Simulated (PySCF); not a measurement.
# C3H10ClGaO: what the fields show

```xyz
16

C    -1.1375    1.3226   -0.0297
O    -0.8110   -0.0419    0.1334
C    -1.9401   -0.8755    0.3020
Ga    1.1177   -0.9363   -0.2899
C     2.3878    0.5903    0.0331
Cl    3.5508   -0.7594   -0.3977
H    -1.6645    1.6977    0.8536
H    -1.7610    1.4721   -0.9170
H    -0.1947    1.8564   -0.1516
H    -2.4815   -0.6069    1.2152
H    -2.6121   -0.8033   -0.5589
H    -1.5615   -1.8953    0.3836
H     0.9834   -2.0083    0.8109
H     0.8212   -1.3239   -1.7546
H     2.6882    0.9255    1.0283
H     2.6071    1.3950   -0.6721
```

Geometry: GFN2-xTB.

Level of theory: PySCF 2.14.0, B3LYP/def2-SVPD, SCF density, gas phase.

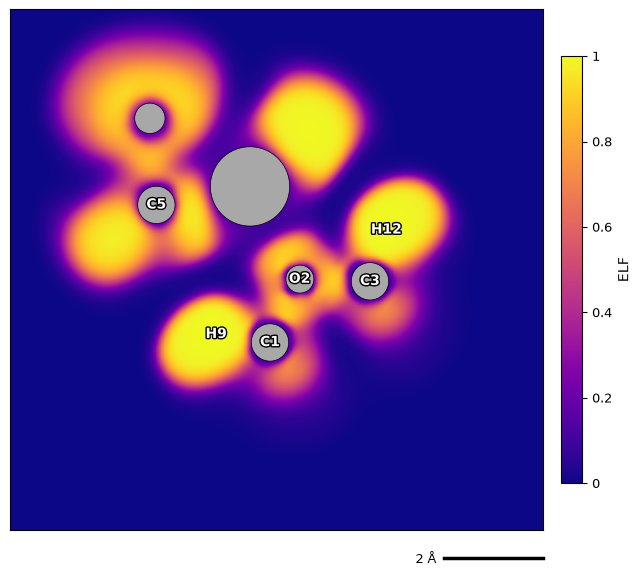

Figure 1. Electron localisation function on the plane of atoms C1, O2 and C3. Grey discs cover the atomic cores.

What does the map show?

Answer. Atoms in the plane: C, O and H. C–O (1.41 Å): the ELF peaks at about 0.90 between the atoms (a shared but strongly polarised pair). C–H (1.09 Å): the ELF climbs to about 1 towards the hydrogen, as it does in any bond to H: a covalent bond by its length. The ELF also peaks beside Cl6, away from the bonds: lone-pair regions.

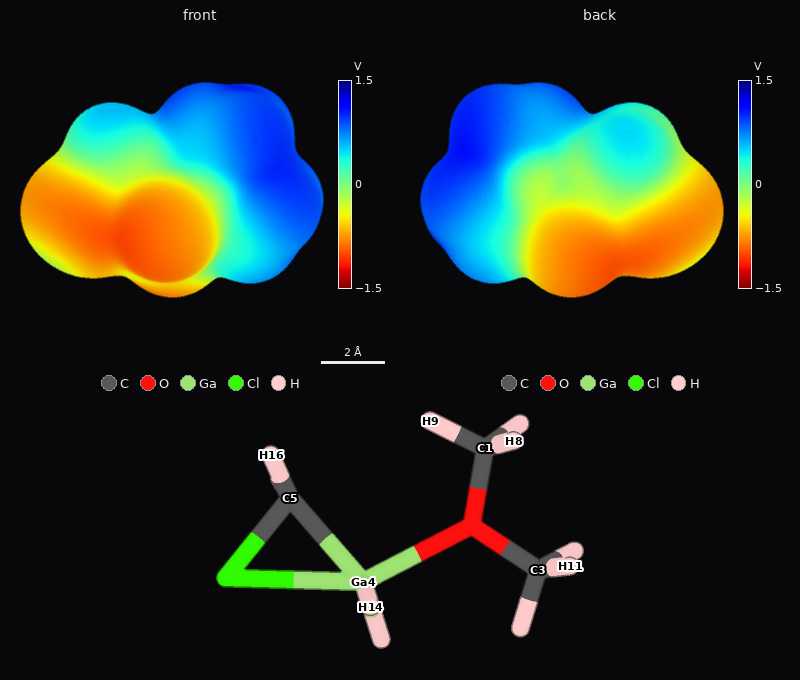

Figure 2. The electrostatic potential painted on the density surface at 0.001 e/bohr³, seen from the front and from behind; the colour scale runs from red (negative) to blue (positive). The bare structure is drawn below in the same view.

Describe the electrostatic potential map.

Answer. The most negative region (about −1.0 V) lies over Cl6, H13 and H14, the most positive (about +1.1 V) over the C and H atoms.
